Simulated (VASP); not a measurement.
Band structure of Co (space group Fd-3m). Level of theory: r2SCAN meta-GGA, VASP's PBE PAW potentials (set 64) (plane waves; VASP 6.6.1).

The run has a spin-polarised start.

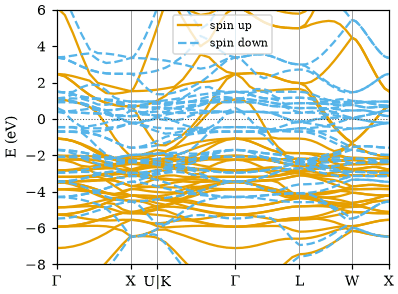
Figure. Bands along high-symmetry lines, zero at the valence-band maximum or, without a gap, the Fermi level

Q: Read the plot: is there a gap, and where are the band edges?

A: It has no gap at this level: it comes out as a metal or semimetal.

The structure comes from a computed database's Co entry (Fd-3m); how it stands against other phases isn't given here. It was relaxed first.
